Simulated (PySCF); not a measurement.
# Si3NH9: NMR shifts at several levels of theory, part 2 of 2

PySCF 2.14.0. Atoms count from 0.

## 8. NMR shieldings: LC-wPBE/pcSseg-2

The job: settings as JSON, then the geometry in Å.

```
{"job": {"kind": "nmr", "xc": "LC-wPBE", "basis": "pcSseg-2", "pop": false}, "charge": 0, "multiplicity": 1}
Si     0.350111     1.697785    -0.181109
N      0.004341    -0.001270     0.079991
Si    -1.640324    -0.523381     0.397095
Si     1.297266    -1.185066     0.038116
H     -0.372619     2.230473    -1.376385
H     -0.039228     2.525865     1.001142
H      1.823297     1.820603    -0.402605
H     -2.510672     0.690445     0.332211
H     -2.105393    -1.515559    -0.619438
H     -1.770346    -1.147563     1.749174
H      0.680550    -2.519532     0.310713
H      1.969208    -1.219849    -1.296616
H      2.335667    -0.904070     1.075871
```

Method: GIAO LC-wPBE/pcSseg-2 NMR shielding, non-relativistic, gas phase.

The program printed:

```text
coarse grid: 11520 points
cycle   1  E = -928.3890763536  dE = -1.997e-01  |g| = 4.655e-01  |ddm| = 2.568e+00
cycle   2  E = -928.4084812103  dE = -1.940e-02  |g| = 4.065e-01  |ddm| = 4.434e-01
cycle   3  E = -928.4391312503  dE = -3.065e-02  |g| = 6.692e-02  |ddm| = 2.091e-01
cycle   4  E = -928.4403182682  dE = -1.187e-03  |g| = 2.102e-02  |ddm| = 7.536e-02
cycle   5  E = -928.4403953583  dE = -7.709e-05  |g| = 2.406e-03  |ddm| = 1.903e-02
cycle   6  E = -928.4403980656  dE = -2.707e-06  |g| = 4.726e-04  |ddm| = 5.552e-03
final grid: 95120 points
cycle   7  E = -928.4645651789  dE = -8.776e-05  |g| = 8.193e-03  |ddm| = 2.003e-02
cycle   8  E = -928.4645668386  dE = -1.660e-06  |g| = 6.381e-03  |ddm| = 5.009e-03
cycle   9  E = -928.4645721275  dE = -5.289e-06  |g| = 1.154e-03  |ddm| = 2.967e-03
cycle  10  E = -928.4645723583  dE = -2.308e-07  |g| = 1.758e-04  |ddm| = 6.420e-04
cycle  11  E = -928.4645723691  dE = -1.079e-08  |g| = 2.055e-05  |ddm| = 2.977e-04
cycle  12  E = -928.4645723695  dE = -3.947e-10  |g| = 2.145e-06  |ddm| = 9.289e-05
converged SCF energy = -928.4645723695

GIAO shielding tensors (ppm)
atom      isotropic    diamagn.    paramagn.     s11        s22        s33       span
  0 Si     391.092     877.272    -486.180    354.117    360.509    458.651    104.534
  1 N      288.983     330.659     -41.676    287.463    288.007    291.479      4.017
  2 Si     390.872     877.249    -486.377    354.176    360.065    458.376    104.200
  3 Si     390.884     877.269    -486.385    354.054    360.169    458.429    104.375
  4 H       26.734      28.873      -2.139     23.537     24.780     31.885      8.347
  5 H       26.735      28.794      -2.060     23.537     24.786     31.881      8.344
  6 H       26.722      28.974      -2.252     23.427     25.471     31.268      7.841
  7 H       26.718      28.949      -2.231     23.424     25.474     31.255      7.831
  8 H       26.736      28.867      -2.131     23.546     24.797     31.864      8.318
  9 H       26.738      28.767      -2.030     23.538     24.771     31.904      8.365
 10 H       26.718      28.959      -2.241     23.421     25.492     31.240      7.819
 11 H       26.734      28.858      -2.123     23.531     24.773     31.899      8.368
 12 H       26.734      28.789      -2.055     23.540     24.787     31.874      8.334
```

It took 61 s on 1 thread of Intel Xeon Platinum 8488C, shared host; peak memory 1.2 GiB.

In short: δ Si0 -44.3, N1 -24.9, H4 4.59 ppm (means over like atoms).

## 9. Nuclear shieldings: PBE0/STO-3G

The job, as its differences from that of step 8:

```diff
@@ -1,2 +1,2 @@
-{"job": {"kind": "nmr", "xc": "LC-wPBE", "basis": "pcSseg-2", "pop": false}, "charge": 0, "multiplicity": 1}
+{"job": {"kind": "nmr", "xc": "PBE0", "basis": "STO-3G", "pop": true}, "charge": 0, "multiplicity": 1}
 Si     0.350111     1.697785    -0.181109
```

Level: GIAO PBE0/STO-3G NMR shielding, non-relativistic, gas phase.

The program printed:

```text
coarse grid: 11520 points
cycle   1  E = -917.3795038334  dE = -4.610e-01  |g| = 5.950e-01  |ddm| = 3.924e+00
cycle   2  E = -917.2685153281  dE =  1.110e-01  |g| = 9.034e-01  |ddm| = 1.985e+00
cycle   3  E = -917.4959070819  dE = -2.274e-01  |g| = 4.404e-02  |ddm| = 1.180e+00
cycle   4  E = -917.4966063114  dE = -6.992e-04  |g| = 1.397e-02  |ddm| = 9.251e-02
cycle   5  E = -917.4966777566  dE = -7.145e-05  |g| = 5.087e-04  |ddm| = 2.387e-02
cycle   6  E = -917.4966778509  dE = -9.426e-08  |g| = 9.759e-05  |ddm| = 8.979e-04
final grid: 95120 points
cycle   7  E = -917.4568169550  dE = -1.745e-06  |g| = 3.510e-03  |ddm| = 1.001e-02
cycle   8  E = -917.4568149814  dE =  1.974e-06  |g| = 4.395e-03  |ddm| = 1.070e-02
cycle   9  E = -917.4568207324  dE = -5.751e-06  |g| = 2.504e-04  |ddm| = 6.059e-03
cycle  10  E = -917.4568207574  dE = -2.500e-08  |g| = 1.002e-05  |ddm| = 4.396e-04
cycle  11  E = -917.4568207574  dE = -3.979e-11  |g| = 1.048e-06  |ddm| = 1.773e-05
converged SCF energy = -917.4568207574

GIAO shielding tensors (ppm)
atom      isotropic    diamagn.    paramagn.     s11        s22        s33       span
  0 Si     562.693     869.202    -306.509    519.734    526.139    642.207    122.473
  1 N      425.298     314.364     110.934    390.833    441.799    443.262     52.429
  2 Si     562.638     869.197    -306.558    519.337    526.364    642.213    122.876
  3 Si     562.584     869.195    -306.611    519.054    526.510    642.189    123.135
  4 H       30.629      31.909      -1.280     26.569     27.899     37.418     10.850
  5 H       30.639      31.757      -1.118     26.561     27.939     37.418     10.857
  6 H       30.831      32.172      -1.340     25.867     29.312     37.314     11.447
  7 H       30.828      32.158      -1.330     25.856     29.321     37.306     11.450
  8 H       30.637      31.908      -1.271     26.539     27.959     37.413     10.874
  9 H       30.633      31.727      -1.094     26.593     27.889     37.418     10.826
 10 H       30.830      32.158      -1.329     25.846     29.359     37.283     11.437
 11 H       30.630      31.894      -1.264     26.569     27.891     37.429     10.859
 12 H       30.636      31.745      -1.109     26.562     27.927     37.420     10.857
```

Wall time 2.8 s (1 thread of Intel Xeon Platinum 8488C, shared host); peak memory 0.55 GiB.

Key values: δ Si0 -45.0, N1 -130.6, H4 1.91 ppm (means over like atoms).

## 10. NMR shieldings: PBE0/6-31G

The job, as its differences from that of step 9:

```diff
@@ -1,2 +1,2 @@
-{"job": {"kind": "nmr", "xc": "PBE0", "basis": "STO-3G", "pop": true}, "charge": 0, "multiplicity": 1}
+{"job": {"kind": "nmr", "xc": "PBE0", "basis": "6-31G", "pop": true}, "charge": 0, "multiplicity": 1}
 Si     0.350111     1.697785    -0.181109
```

Method: GIAO PBE0/6-31G NMR shielding, non-relativistic, gas phase.

The program printed:

```text
coarse grid: 11520 points
cycle   1  E = -928.0576709249  dE =  7.283e-03  |g| = 4.391e-01  |ddm| = 3.091e+00
cycle   2  E = -927.9819516739  dE =  7.572e-02  |g| = 7.139e-01  |ddm| = 1.043e+00
cycle   3  E = -928.1011191544  dE = -1.192e-01  |g| = 4.896e-02  |ddm| = 7.384e-01
cycle   4  E = -928.1019106318  dE = -7.915e-04  |g| = 9.817e-03  |ddm| = 9.698e-02
cycle   5  E = -928.1019516691  dE = -4.104e-05  |g| = 2.203e-04  |ddm| = 1.983e-02
cycle   6  E = -928.1019516913  dE = -2.215e-08  |g| = 3.675e-05  |ddm| = 5.833e-04
final grid: 95120 points
cycle   7  E = -928.0453774605  dE = -9.131e-07  |g| = 4.632e-03  |ddm| = 9.377e-03
cycle   8  E = -928.0453676854  dE =  9.775e-06  |g| = 8.010e-03  |ddm| = 1.160e-02
cycle   9  E = -928.0453823853  dE = -1.470e-05  |g| = 4.572e-05  |ddm| = 7.449e-03
cycle  10  E = -928.0453823861  dE = -8.449e-10  |g| = 2.534e-05  |ddm| = 1.644e-04
converged SCF energy = -928.0453823861

GIAO shielding tensors (ppm)
atom      isotropic    diamagn.    paramagn.     s11        s22        s33       span
  0 Si     459.727     880.600    -420.873    419.355    427.736    532.091    112.736
  1 N      315.814     334.119     -18.306    305.260    320.707    321.474     16.214
  2 Si     459.365     880.602    -421.237    418.485    427.761    531.850    113.365
  3 Si     459.427     880.607    -421.180    418.622    427.739    531.920    113.298
  4 H       27.756      29.266      -1.510     23.476     25.678     34.115     10.639
  5 H       27.761      29.246      -1.485     23.475     25.696     34.111     10.636
  6 H       27.960      29.471      -1.511     23.368     26.879     33.634     10.265
  7 H       27.951      29.456      -1.504     23.353     26.880     33.621     10.268
  8 H       27.763      29.276      -1.512     23.486     25.710     34.094     10.609
  9 H       27.753      29.233      -1.481     23.474     25.660     34.124     10.650
 10 H       27.952      29.470      -1.517     23.351     26.912     33.595     10.244
 11 H       27.752      29.250      -1.497     23.460     25.664     34.133     10.673
 12 H       27.762      29.240      -1.478     23.487     25.689     34.110     10.623
```

Run time: 5 s. Hardware: 1 thread of Intel Xeon Platinum 8488C, shared host; peak memory 0.55 GiB.

This run: δ Si0 -14.8, N1 -55.1, H4 4.79 ppm (means over like atoms).

## 11. Shielding tensors: PBE0/6-31G*

The job, as its differences from that of step 10:

```diff
@@ -1,2 +1,2 @@
-{"job": {"kind": "nmr", "xc": "PBE0", "basis": "6-31G", "pop": true}, "charge": 0, "multiplicity": 1}
+{"job": {"kind": "nmr", "xc": "PBE0", "basis": "6-31G*", "pop": true}, "charge": 0, "multiplicity": 1}
 Si     0.350111     1.697785    -0.181109
```

Level: GIAO PBE0/6-31G* NMR shielding, non-relativistic, gas phase.

The program printed:

```text
coarse grid: 11520 points
cycle   1  E = -928.1965929102  dE = -1.207e-01  |g| = 4.172e-01  |ddm| = 2.969e+00
cycle   2  E = -928.1363000880  dE =  6.029e-02  |g| = 6.497e-01  |ddm| = 8.377e-01
cycle   3  E = -928.2338263599  dE = -9.753e-02  |g| = 4.494e-02  |ddm| = 5.879e-01
cycle   4  E = -928.2344070902  dE = -5.807e-04  |g| = 9.935e-03  |ddm| = 7.351e-02
cycle   5  E = -928.2344454683  dE = -3.838e-05  |g| = 4.088e-04  |ddm| = 1.780e-02
cycle   6  E = -928.2344455372  dE = -6.890e-08  |g| = 8.239e-05  |ddm| = 8.211e-04
final grid: 95120 points
cycle   7  E = -928.1787009134  dE = -3.669e-06  |g| = 4.735e-03  |ddm| = 9.081e-03
cycle   8  E = -928.1786920455  dE =  8.868e-06  |g| = 7.897e-03  |ddm| = 9.725e-03
cycle   9  E = -928.1787059893  dE = -1.394e-05  |g| = 1.673e-04  |ddm| = 6.275e-03
cycle  10  E = -928.1787060002  dE = -1.087e-08  |g| = 4.131e-05  |ddm| = 3.452e-04
cycle  11  E = -928.1787060007  dE = -5.284e-10  |g| = 3.812e-06  |ddm| = 5.270e-05
converged SCF energy = -928.1787060007

GIAO shielding tensors (ppm)
atom      isotropic    diamagn.    paramagn.     s11        s22        s33       span
  0 Si     434.074     881.697    -447.622    403.032    405.806    493.385     90.353
  1 N      292.626     319.551     -26.925    285.256    296.021    296.602     11.346
  2 Si     433.770     881.682    -447.912    402.415    405.821    493.074     90.659
  3 Si     433.812     881.699    -447.887    402.547    405.737    493.153     90.606
  4 H       26.993      29.761      -2.768     23.509     25.203     32.267      8.758
  5 H       26.992      29.636      -2.643     23.510     25.207     32.259      8.749
  6 H       26.994      29.881      -2.888     23.561     25.829     31.592      8.031
  7 H       26.990      29.858      -2.867     23.560     25.833     31.578      8.018
  8 H       26.992      29.751      -2.759     23.520     25.216     32.239      8.719
  9 H       26.997      29.612      -2.615     23.506     25.196     32.289      8.784
 10 H       26.989      29.861      -2.872     23.559     25.850     31.557      7.997
 11 H       26.993      29.745      -2.753     23.493     25.197     32.288      8.794
 12 H       26.992      29.631      -2.639     23.515     25.204     32.257      8.742
```

Wall time 6.5 s (1 thread of Intel Xeon Platinum 8488C, shared host); peak memory 0.55 GiB.

In short: δ Si0 -15.8, N1 -33.2, H4 4.97 ppm (means over like atoms).

## 12. Shielding tensors: PBE0/6-311+G(2d,p)

The job, as its differences from that of step 11:

```diff
@@ -1,2 +1,2 @@
-{"job": {"kind": "nmr", "xc": "PBE0", "basis": "6-31G*", "pop": true}, "charge": 0, "multiplicity": 1}
+{"job": {"kind": "nmr", "xc": "PBE0", "basis": "6-311+G(2d,p)", "pop": true}, "charge": 0, "multiplicity": 1}
 Si     0.350111     1.697785    -0.181109
```

Level: GIAO PBE0/6-311+G(2d,p) NMR shielding, non-relativistic, gas phase.

The program printed:

```text
coarse grid: 11520 points
cycle   1  E = -928.2445639091  dE = -1.475e-01  |g| = 4.717e-01  |ddm| = 2.705e+00
cycle   2  E = -928.1790180695  dE =  6.555e-02  |g| = 6.974e-01  |ddm| = 6.996e-01
cycle   3  E = -928.2825801822  dE = -1.036e-01  |g| = 8.901e-02  |ddm| = 5.292e-01
cycle   4  E = -928.2843012815  dE = -1.721e-03  |g| = 1.330e-02  |ddm| = 8.540e-02
cycle   5  E = -928.2843340874  dE = -3.281e-05  |g| = 1.373e-03  |ddm| = 1.389e-02
cycle   6  E = -928.2843347695  dE = -6.822e-07  |g| = 2.017e-04  |ddm| = 2.095e-03
final grid: 95120 points
cycle   7  E = -928.2887135009  dE = -1.479e-05  |g| = 4.448e-03  |ddm| = 2.144e-02
cycle   8  E = -928.2887068121  dE =  6.689e-06  |g| = 7.155e-03  |ddm| = 7.156e-03
cycle   9  E = -928.2887172779  dE = -1.047e-05  |g| = 4.660e-04  |ddm| = 4.798e-03
cycle  10  E = -928.2887173310  dE = -5.312e-08  |g| = 5.241e-05  |ddm| = 5.202e-04
cycle  11  E = -928.2887173317  dE = -6.276e-10  |g| = 8.542e-06  |ddm| = 6.307e-05
converged SCF energy = -928.2887173317

GIAO shielding tensors (ppm)
atom      isotropic    diamagn.    paramagn.     s11        s22        s33       span
  0 Si     388.558     878.540    -489.982    351.863    356.608    457.203    105.339
  1 N      282.315     339.419     -57.104    281.531    282.138    283.277      1.746
  2 Si     388.332     878.567    -490.235    351.954    356.128    456.914    104.960
  3 Si     388.337     878.556    -490.219    351.828    356.205    456.979    105.151
  4 H       26.523      29.110      -2.586     23.291     24.638     31.642      8.351
  5 H       26.524      29.042      -2.519     23.295     24.642     31.634      8.339
  6 H       26.599      29.115      -2.516     23.277     25.470     31.051      7.774
  7 H       26.595      29.102      -2.507     23.274     25.473     31.038      7.765
  8 H       26.526      29.117      -2.591     23.302     24.662     31.615      8.313
  9 H       26.525      29.045      -2.520     23.293     24.622     31.660      8.367
 10 H       26.595      29.094      -2.499     23.271     25.491     31.024      7.753
 11 H       26.523      29.107      -2.584     23.288     24.627     31.655      8.367
 12 H       26.523      29.047      -2.524     23.293     24.647     31.629      8.335
```

Run time: 16 s. Hardware: 1 thread of Intel Xeon Platinum 8488C, shared host; peak memory 0.95 GiB.

Key values: δ Si0 -44.0, N1 -20.4, H4 4.96 ppm (means over like atoms).

## 13. Shielding tensors: PBE0/def2-SVP

The job, as its differences from that of step 12:

```diff
@@ -1,2 +1,2 @@
-{"job": {"kind": "nmr", "xc": "PBE0", "basis": "6-311+G(2d,p)", "pop": true}, "charge": 0, "multiplicity": 1}
+{"job": {"kind": "nmr", "xc": "PBE0", "basis": "def2-SVP", "pop": true}, "charge": 0, "multiplicity": 1}
 Si     0.350111     1.697785    -0.181109
```

Level: GIAO PBE0/def2-SVP NMR shielding, non-relativistic, gas phase.

The program printed:

```text
coarse grid: 11520 points
cycle   1  E = -927.7760720563  dE = -1.372e-01  |g| = 4.131e-01  |ddm| = 3.178e+00
cycle   2  E = -927.7211930504  dE =  5.488e-02  |g| = 6.297e-01  |ddm| = 8.748e-01
cycle   3  E = -927.8119667542  dE = -9.077e-02  |g| = 5.450e-02  |ddm| = 5.954e-01
cycle   4  E = -927.8128080148  dE = -8.413e-04  |g| = 1.029e-02  |ddm| = 8.663e-02
cycle   5  E = -927.8128470863  dE = -3.907e-05  |g| = 5.919e-04  |ddm| = 1.896e-02
cycle   6  E = -927.8128472460  dE = -1.597e-07  |g| = 8.413e-05  |ddm| = 1.369e-03
final grid: 95120 points
cycle   7  E = -927.9232713439  dE = -2.643e-06  |g| = 4.152e-03  |ddm| = 1.205e-02
cycle   8  E = -927.9232640683  dE =  7.276e-06  |g| = 7.030e-03  |ddm| = 9.186e-03
cycle   9  E = -927.9232752551  dE = -1.119e-05  |g| = 8.750e-05  |ddm| = 5.887e-03
cycle  10  E = -927.9232752578  dE = -2.763e-09  |g| = 2.879e-05  |ddm| = 2.075e-04
cycle  11  E = -927.9232752581  dE = -3.074e-10  |g| = 3.569e-06  |ddm| = 5.036e-05
converged SCF energy = -927.9232752581

GIAO shielding tensors (ppm)
atom      isotropic    diamagn.    paramagn.     s11        s22        s33       span
  0 Si     456.343     880.402    -424.059    419.848    426.408    522.774    102.926
  1 N      294.922     317.511     -22.589    292.949    295.620    296.196      3.246
  2 Si     456.012     880.383    -424.371    419.105    426.383    522.547    103.443
  3 Si     456.061     880.402    -424.341    419.240    426.422    522.521    103.280
  4 H       26.625      29.626      -3.001     23.189     24.752     31.934      8.745
  5 H       26.624      29.497      -2.873     23.193     24.753     31.927      8.733
  6 H       26.642      29.718      -3.075     23.202     25.442     31.282      8.080
  7 H       26.637      29.691      -3.053     23.199     25.444     31.269      8.071
  8 H       26.625      29.616      -2.991     23.201     24.766     31.908      8.707
  9 H       26.629      29.472      -2.843     23.189     24.745     31.953      8.764
 10 H       26.638      29.694      -3.056     23.199     25.465     31.250      8.051
 11 H       26.624      29.612      -2.988     23.178     24.744     31.951      8.772
 12 H       26.624      29.493      -2.868     23.195     24.756     31.923      8.728
```

Run time: 7.8 s. Hardware: 1 thread of Intel Xeon Platinum 8488C, shared host; peak memory 0.6 GiB.

Key values: δ Si0 -49.0, N1 -25.1, H4 4.71 ppm (means over like atoms).

## 14. Shielding tensors: PBE0/def2-TZVP

The job, as its differences from that of step 13:

```diff
@@ -1,2 +1,2 @@
-{"job": {"kind": "nmr", "xc": "PBE0", "basis": "def2-SVP", "pop": true}, "charge": 0, "multiplicity": 1}
+{"job": {"kind": "nmr", "xc": "PBE0", "basis": "def2-TZVP", "pop": true}, "charge": 0, "multiplicity": 1}
 Si     0.350111     1.697785    -0.181109
```

Method: GIAO PBE0/def2-TZVP NMR shielding, non-relativistic, gas phase.

The program printed:

```text
coarse grid: 11520 points
cycle   1  E = -928.2644589510  dE = -1.434e-01  |g| = 4.583e-01  |ddm| = 2.526e+00
cycle   2  E = -928.1975458002  dE =  6.691e-02  |g| = 6.996e-01  |ddm| = 6.463e-01
cycle   3  E = -928.3034609836  dE = -1.059e-01  |g| = 7.286e-02  |ddm| = 4.516e-01
cycle   4  E = -928.3046472546  dE = -1.186e-03  |g| = 1.326e-02  |ddm| = 6.211e-02
cycle   5  E = -928.3046829465  dE = -3.569e-05  |g| = 1.130e-03  |ddm| = 1.350e-02
cycle   6  E = -928.3046834334  dE = -4.869e-07  |g| = 1.966e-04  |ddm| = 1.826e-03
final grid: 95120 points
cycle   7  E = -928.3005681952  dE = -1.182e-05  |g| = 4.823e-03  |ddm| = 1.432e-02
cycle   8  E = -928.3005606762  dE =  7.519e-06  |g| = 7.626e-03  |ddm| = 6.367e-03
cycle   9  E = -928.3005725308  dE = -1.185e-05  |g| = 5.358e-04  |ddm| = 4.232e-03
cycle  10  E = -928.3005725982  dE = -6.744e-08  |g| = 4.146e-05  |ddm| = 4.936e-04
cycle  11  E = -928.3005725987  dE = -5.048e-10  |g| = 9.518e-06  |ddm| = 4.954e-05
converged SCF energy = -928.3005725987

GIAO shielding tensors (ppm)
atom      isotropic    diamagn.    paramagn.     s11        s22        s33       span
  0 Si     377.118     878.372    -501.254    338.669    345.237    447.449    108.780
  1 N      281.053     304.137     -23.084    280.212    280.790    282.157      1.945
  2 Si     376.909     878.357    -501.448    338.754    344.813    447.158    108.404
  3 Si     376.919     878.370    -501.452    338.632    344.895    447.229    108.597
  4 H       26.510      29.612      -3.103     23.380     24.617     31.532      8.152
  5 H       26.510      29.469      -2.959     23.385     24.616     31.529      8.144
  6 H       26.494      29.766      -3.272     23.269     25.218     30.996      7.728
  7 H       26.489      29.742      -3.253     23.266     25.220     30.983      7.717
  8 H       26.511      29.596      -3.085     23.388     24.633     31.510      8.122
  9 H       26.514      29.443      -2.929     23.387     24.605     31.550      8.163
 10 H       26.489      29.738      -3.250     23.264     25.235     30.967      7.704
 11 H       26.511      29.599      -3.088     23.380     24.606     31.547      8.168
 12 H       26.508      29.461      -2.952     23.381     24.622     31.522      8.141
```

It took 18 s on 1 thread of Intel Xeon Platinum 8488C, shared host; peak memory 0.97 GiB.

Key values: δ Si0 -45.4, N1 -15.1, H4 4.98 ppm (means over like atoms).

## 15. Comparing the runs: NMR shifts

Shifts (ppm), means over like atoms, with basis size and wall time:

```
               run    H4    Si0      N1  functions   time
     WP04/pcSseg-2  4.04  -50.8   -18.3        291   39 s
    B97-2/pcSseg-2  4.65  -46.2   -20.6        291   37 s
BHandHLYP/pcSseg-2  4.49  -49.3   -21.9        291   35 s
CAM-B3LYP/pcSseg-2  4.63  -50.0   -18.6        291   49 s
  wB97X-D/pcSseg-2  4.67  -46.7   -21.2        291   52 s
  LC-wPBE/pcSseg-2  4.59  -44.3   -24.9        291   61 s
       PBE0/STO-3G  1.91  -45.0  -130.6         41  2.8 s
        PBE0/6-31G  4.79  -14.8   -55.1         66    5 s
       PBE0/6-31G*  4.97  -15.8   -33.2         86  6.5 s
PBE0/6-311+G(2d,p)  4.96  -44.0   -20.4        186   16 s
     PBE0/def2-SVP  4.71  -49.0   -25.1        113  7.8 s
    PBE0/def2-TZVP  4.98  -45.4   -15.1        196   18 s
```

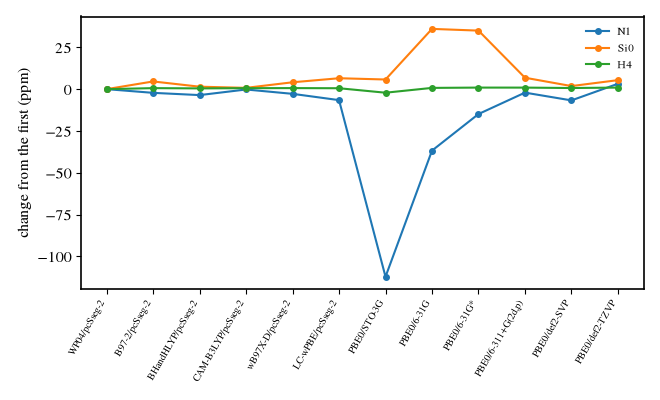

How the tabulated atoms move from run to run.

## 16. Summary of results

This closing draws on all 2 parts.

| quantity | value |
| --- | --- |
| rotational constants (main isotopes) | 3.06, 3.04, 1.61 GHz |
| ¹H shifts against TMS (WP04/pcSseg-2, means over atoms taken as alike) | 4.04 ppm |
| ²⁹Si shifts against TMS (WP04/pcSseg-2, means over atoms taken as alike) | -50.8 ppm |
| ¹⁵N shifts against NH3 (WP04/pcSseg-2) | -18.3 ppm |
| range of the shift of N1 | -130.6 to -15.1 ppm |
| property runs in this session | 12, of which 0 failed and 1 gave unsound results |

In words: Single values in the summary come from the first run of each kind that ended normally (WP04/pcSseg-2), which need not be the best level. The start was shaken at random, so part of the energy gained undoes that. Over 20 steps the energy fell by 0.946 eV; of the close pairs, Si3–H12 changed most, 1.311 to 1.495 Å. No frequency check was run at this level, so the end point may be a saddle. At WP04/pcSseg-2: The largest span, 89 ppm, is at Si0, Si2, Si3, where the paramagnetic term is -501 ppm. In ppm, N1 moves most: its shift spreads over 115.5 ppm, from -130.6 (PBE0/STO-3G) to -15.1 (PBE0/def2-TZVP). A minimal basis is unusable for shieldings, so that end is no result.
